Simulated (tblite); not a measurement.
## Geometry relaxation, with input and output: C$_{6}$H$_{16}$N$_{2}$Si (part 4 of 4)

Continued. System: C$_{6}$H$_{16}$N$_{2}$Si. Method: GFN2-xTB geometry optimisation, gas phase (tblite 0.8.0). It belongs to a series of runs on one base structure; here: H on Si replaced by NMe2.

### Trajectory as extended XYZ, continued
```
25
Properties=species:S:1:pos:R:3:forces:R:3 step=97 energy=-777.71905
C     2.3658    0.9884   -1.1888   -0.0040   0.0110   0.0030
C     2.5199   -0.1348   -0.2177    0.0040   0.0070  -0.0080
N     1.6481   -0.6396    0.5236    0.0040   0.0110   0.0040
Si   -0.0248   -0.2815    0.8156    0.0100   0.0030   0.0000
C    -0.1778    1.2576    1.9218    0.0030   0.0050   0.0100
C    -0.6429   -1.8310    1.7374   -0.0060  -0.0020   0.0050
N    -0.8789    0.0509   -0.6659    0.0060   0.0010  -0.0030
C    -2.1831    0.6696   -0.6708    0.0070  -0.0040   0.0000
C    -0.7097   -0.8445   -1.7847   -0.0080   0.0030   0.0020
H     1.3248    1.2881   -1.2557   -0.0010  -0.0030  -0.0050
H     2.9675    1.8312   -0.8494    0.0090  -0.0080  -0.0080
H     2.7354    0.6912   -2.1689    0.0000  -0.0070   0.0100
H     3.5304   -0.5506   -0.1544   -0.0040  -0.0020   0.0000
H    -0.1146    2.1791    1.3525   -0.0040  -0.0040   0.0000
H    -1.1126    1.2608    2.4720    0.0030   0.0050  -0.0080
H     0.6264    1.2647    2.6491   -0.0010  -0.0100   0.0000
H    -0.5429   -2.7200    1.1222    0.0100  -0.0070   0.0020
H    -0.0826   -1.9996    2.6505    0.0030  -0.0120   0.0030
H    -1.6906   -1.7344    2.0060   -0.0160   0.0010   0.0050
H    -2.9891   -0.0731   -0.6139   -0.0090  -0.0030   0.0080
H    -2.2711    1.3452    0.1742   -0.0060   0.0050  -0.0020
H    -2.3160    1.2401   -1.5951    0.0020   0.0030  -0.0080
H    -0.8137   -0.2912   -2.7232    0.0030   0.0020  -0.0030
H    -1.4575   -1.6477   -1.7805    0.0050  -0.0110  -0.0070
H     0.2788   -1.2947   -1.7465   -0.0100   0.0160   0.0020
25
Properties=species:S:1:pos:R:3:forces:R:3 step=101 energy=-777.71927
C     2.3638    0.9861   -1.1911    0.0060  -0.0060  -0.0030
C     2.5201   -0.1334   -0.2168   -0.0020   0.0020   0.0100
N     1.6491   -0.6344    0.5279   -0.0040  -0.0050   0.0050
Si   -0.0245   -0.2781    0.8165   -0.0090  -0.0060   0.0030
C    -0.1759    1.2588    1.9262    0.0000  -0.0050  -0.0040
C    -0.6450   -1.8296    1.7352    0.0010  -0.0020   0.0010
N    -0.8774    0.0549   -0.6665   -0.0090  -0.0050   0.0060
C    -2.1845    0.6674   -0.6715   -0.0060   0.0040   0.0010
C    -0.7074   -0.8414   -1.7843    0.0030   0.0010  -0.0030
H     1.3222    1.2837   -1.2585    0.0060   0.0040  -0.0030
H     2.9667    1.8296   -0.8564    0.0050   0.0010  -0.0090
H     2.7328    0.6823   -2.1691    0.0010   0.0020  -0.0100
H     3.5298   -0.5510   -0.1533    0.0000   0.0070  -0.0020
H    -0.1108    2.1814    1.3592    0.0020  -0.0010   0.0000
H    -1.1108    1.2629    2.4756   -0.0010   0.0030  -0.0020
H     0.6287    1.2601    2.6528   -0.0030   0.0000   0.0040
H    -0.5421   -2.7179    1.1190   -0.0010   0.0030   0.0030
H    -0.0856   -2.0006    2.6487   -0.0060  -0.0030   0.0010
H    -1.6939   -1.7333    2.0019    0.0060  -0.0040   0.0000
H    -2.9882   -0.0783   -0.6125    0.0060   0.0010   0.0050
H    -2.2757    1.3443    0.1722   -0.0020   0.0060  -0.0020
H    -2.3207    1.2358   -1.5971    0.0040  -0.0030   0.0010
H    -0.8121   -0.2896   -2.7238   -0.0080   0.0010   0.0000
H    -1.4517   -1.6480   -1.7790    0.0040   0.0010  -0.0060
H     0.2824   -1.2877   -1.7464    0.0080   0.0020   0.0030
25
Properties=species:S:1:pos:R:3:forces:R:3 step=104 energy=-777.71939
C     2.3644    0.9856   -1.1926    0.0010  -0.0020  -0.0010
C     2.5198   -0.1324   -0.2159   -0.0040  -0.0040  -0.0080
N     1.6492   -0.6330    0.5296   -0.0040   0.0070  -0.0070
Si   -0.0251   -0.2766    0.8173    0.0010  -0.0120  -0.0050
C    -0.1753    1.2591    1.9279   -0.0050  -0.0040  -0.0010
C    -0.6457   -1.8291    1.7347    0.0030  -0.0010   0.0000
N    -0.8782    0.0563   -0.6660    0.0040  -0.0040   0.0020
C    -2.1862    0.6673   -0.6718    0.0080  -0.0040   0.0050
C    -0.7063   -0.8405   -1.7837    0.0030   0.0000   0.0060
H     1.3232    1.2856   -1.2590    0.0110   0.0040  -0.0010
H     2.9702    1.8285   -0.8608   -0.0020  -0.0050  -0.0090
H     2.7310    0.6796   -2.1711   -0.0020   0.0000   0.0030
H     3.5294   -0.5509   -0.1552   -0.0020   0.0060   0.0090
H    -0.1067    2.1828    1.3633    0.0090  -0.0010  -0.0020
H    -1.1122    1.2646    2.4736   -0.0060   0.0020   0.0060
H     0.6267    1.2558    2.6574   -0.0040   0.0060   0.0020
H    -0.5408   -2.7162    1.1172   -0.0050  -0.0030  -0.0020
H    -0.0880   -2.0027    2.6486   -0.0010   0.0050   0.0030
H    -1.6949   -1.7343    2.0003    0.0030  -0.0040  -0.0030
H    -2.9873   -0.0806   -0.6096   -0.0080   0.0040  -0.0010
H    -2.2786    1.3465    0.1700    0.0030   0.0050   0.0000
H    -2.3229    1.2329   -1.5988   -0.0020  -0.0040  -0.0010
H    -0.8125   -0.2905   -2.7243   -0.0040   0.0040   0.0100
H    -1.4487   -1.6488   -1.7774    0.0030   0.0000  -0.0050
H     0.2845   -1.2847   -1.7444    0.0030   0.0060  -0.0020
25
Properties=species:S:1:pos:R:3:forces:R:3 step=108 energy=-777.71964
C     2.3650    0.9785   -1.1999   -0.0010   0.0060  -0.0120
C     2.5189   -0.1310   -0.2140   -0.0060  -0.0020   0.0060
N     1.6482   -0.6261    0.5353    0.0180   0.0000  -0.0220
Si   -0.0269   -0.2757    0.8196   -0.0010   0.0210   0.0160
C    -0.1766    1.2588    1.9327   -0.0020   0.0100   0.0080
C    -0.6468   -1.8299    1.7331   -0.0040  -0.0080   0.0010
N    -0.8794    0.0588   -0.6629   -0.0020   0.0020   0.0000
C    -2.1893    0.6652   -0.6694   -0.0110   0.0010  -0.0060
C    -0.7014   -0.8337   -1.7826   -0.0030   0.0010  -0.0050
H     1.3252    1.2799   -1.2703   -0.0140   0.0050   0.0000
H     2.9710    1.8241   -0.8773    0.0100   0.0030   0.0070
H     2.7322    0.6644   -2.1754   -0.0010  -0.0110  -0.0100
H     3.5289   -0.5467   -0.1489    0.0070  -0.0040   0.0150
H    -0.1051    2.1836    1.3693   -0.0010  -0.0150   0.0020
H    -1.1131    1.2662    2.4798    0.0030   0.0000  -0.0090
H     0.6258    1.2542    2.6622   -0.0090  -0.0010  -0.0030
H    -0.5405   -2.7157    1.1143    0.0010  -0.0070   0.0000
H    -0.0923   -2.0041    2.6488    0.0040   0.0010   0.0020
H    -1.6966   -1.7361    1.9954   -0.0070  -0.0020   0.0010
H    -2.9876   -0.0859   -0.6069   -0.0050   0.0110   0.0030
H    -2.2859    1.3468    0.1705    0.0120  -0.0110  -0.0070
H    -2.3274    1.2279   -1.5983   -0.0030  -0.0040   0.0070
H    -0.8118   -0.2825   -2.7218    0.0080   0.0130   0.0040
H    -1.4384   -1.6470   -1.7819    0.0040  -0.0050   0.0130
H     0.2927   -1.2701   -1.7425    0.0000  -0.0040  -0.0130
25
Properties=species:S:1:pos:R:3:forces:R:3 step=111 energy=-777.71993
C     2.3688    0.9738   -1.2077    0.0030  -0.0010   0.0010
C     2.5185   -0.1305   -0.2145    0.0030   0.0090   0.0110
N     1.6465   -0.6196    0.5365   -0.0070  -0.0050  -0.0020
Si   -0.0290   -0.2727    0.8231   -0.0050  -0.0090  -0.0060
C    -0.1810    1.2597    1.9375    0.0040  -0.0060  -0.0020
C    -0.6443   -1.8320    1.7337   -0.0050   0.0050  -0.0020
N    -0.8829    0.0603   -0.6594   -0.0050   0.0000   0.0010
C    -2.1941    0.6642   -0.6686   -0.0020   0.0010  -0.0030
C    -0.6995   -0.8281   -1.7815    0.0030   0.0020  -0.0030
H     1.3305    1.2814   -1.2799   -0.0010  -0.0070   0.0020
H     2.9798    1.8178   -0.8892    0.0070  -0.0010  -0.0040
H     2.7346    0.6500   -2.1806   -0.0050   0.0010  -0.0070
H     3.5281   -0.5471   -0.1422    0.0010   0.0050   0.0000
H    -0.1027    2.1839    1.3752   -0.0090   0.0050  -0.0060
H    -1.1197    1.2682    2.4798   -0.0090   0.0050  -0.0040
H     0.6178    1.2518    2.6700    0.0060  -0.0020   0.0160
H    -0.5342   -2.7157    1.1119    0.0060   0.0010   0.0130
H    -0.0904   -2.0051    2.6503    0.0010  -0.0030  -0.0140
H    -1.6951   -1.7440    1.9952    0.0000   0.0030  -0.0020
H    -2.9922   -0.0867   -0.6043   -0.0030   0.0020   0.0060
H    -2.2919    1.3492    0.1682    0.0120  -0.0080   0.0060
H    -2.3325    1.2236   -1.5990   -0.0020   0.0020  -0.0050
H    -0.8108   -0.2738   -2.7187    0.0030   0.0100   0.0000
H    -1.4321   -1.6455   -1.7847    0.0040   0.0010   0.0130
H     0.2969   -1.2592   -1.7419    0.0000  -0.0080  -0.0090
25
Properties=species:S:1:pos:R:3:forces:R:3 step=115 energy=-777.72015
C     2.3713    0.9715   -1.2138   -0.0020  -0.0010   0.0040
C     2.5186   -0.1280   -0.2147    0.0000  -0.0040  -0.0020
N     1.6453   -0.6158    0.5358    0.0020   0.0020   0.0040
Si   -0.0302   -0.2715    0.8249    0.0030   0.0020  -0.0040
C    -0.1827    1.2594    1.9418   -0.0010  -0.0010  -0.0010
C    -0.6463   -1.8325    1.7317    0.0020   0.0020  -0.0020
N    -0.8836    0.0627   -0.6572    0.0040  -0.0010  -0.0040
C    -2.1964    0.6627   -0.6674    0.0040   0.0000   0.0040
C    -0.6958   -0.8246   -1.7793    0.0000  -0.0010  -0.0020
H     1.3340    1.2827   -1.2846   -0.0010   0.0000   0.0030
H     2.9880    1.8138   -0.9019    0.0000   0.0000  -0.0050
H     2.7320    0.6414   -2.1868   -0.0060  -0.0040   0.0040
H     3.5282   -0.5442   -0.1402    0.0010   0.0020   0.0060
H    -0.0978    2.1839    1.3805    0.0000   0.0000   0.0000
H    -1.1258    1.2724    2.4768   -0.0020  -0.0020  -0.0040
H     0.6106    1.2475    2.6807   -0.0040   0.0000   0.0010
H    -0.5331   -2.7159    1.1103    0.0010  -0.0020  -0.0010
H    -0.0944   -2.0074    2.6488    0.0020   0.0040   0.0010
H    -1.6979   -1.7454    1.9902    0.0000   0.0010   0.0010
H    -2.9934   -0.0890   -0.5980    0.0000  -0.0030   0.0030
H    -2.2924    1.3495    0.1678    0.0010   0.0050   0.0050
H    -2.3379    1.2180   -1.5999    0.0000   0.0030   0.0030
H    -0.8094   -0.2691   -2.7154   -0.0030  -0.0040  -0.0040
H    -1.4243   -1.6454   -1.7803   -0.0020   0.0020  -0.0040
H     0.3022   -1.2524   -1.7408   -0.0010   0.0010  -0.0050
```

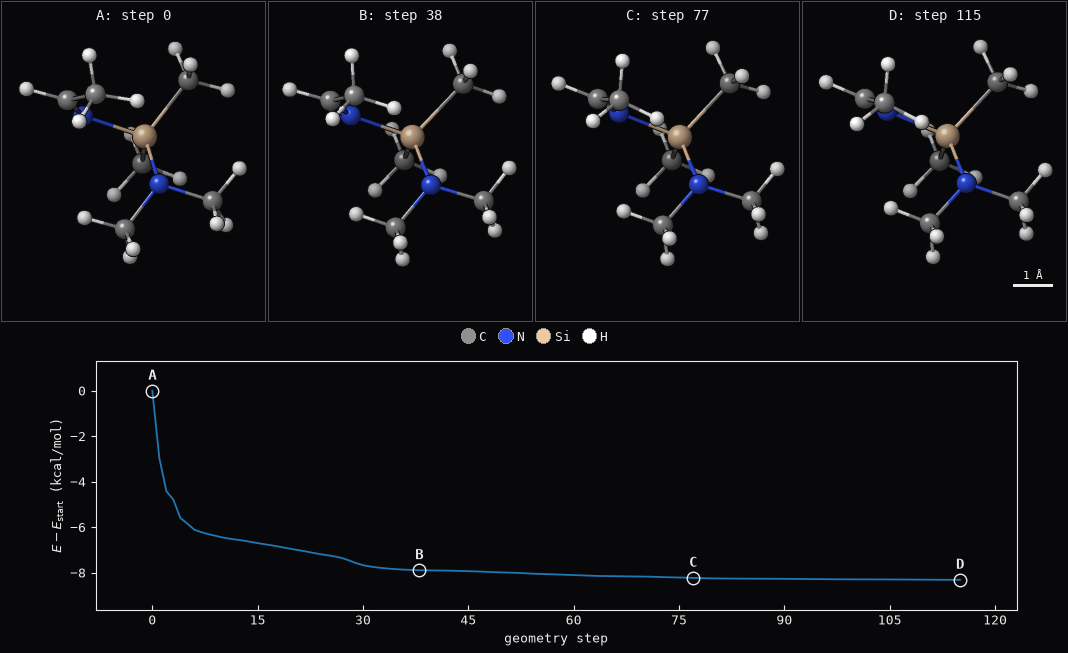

Frames of the relaxation (ball-and-stick view, seen at a tilt) above the curves, on which the letters mark them (steps are counted from 0).

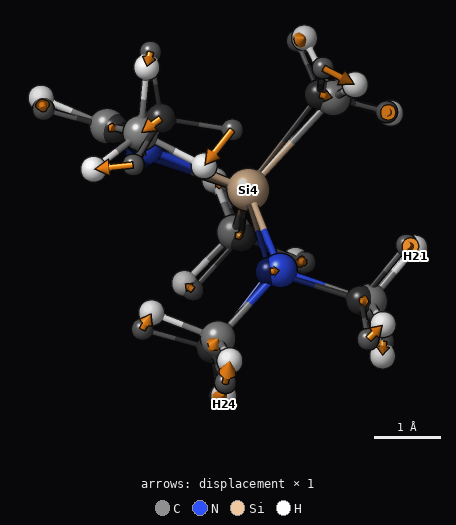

Start (faint) and end (solid) with the displacements as orange arrows, at true length (ball-and-stick view, seen at a tilt). The two geometries are laid on each other by the best rigid fit. Over 115 geometry steps the energy falls by 8.31 kcal/mol. The largest force component goes from 1.9 to 0.006 eV/Å. The atom that moves furthest after the best rigid fit is H10 (0.70 Å). By element the largest moves are H 0.70 Å, C 0.39 Å, N 0.16 Å, Si 0.05 Å. Among the contacts that change: Si4–C5 1.845 → 1.901 Å, Si4–C6 1.860 → 1.908 Å, C2–N3 1.298 → 1.251 Å, Si4–N7 1.720 → 1.743 Å. Among the angles that change: C2–N3–Si4 124.6° → 134.2°, C5–Si4–N7 113.8° → 107.8°, N3–Si4–N7 106.5° → 111.7°. (Atoms are counted from 1 in the order of the input.)
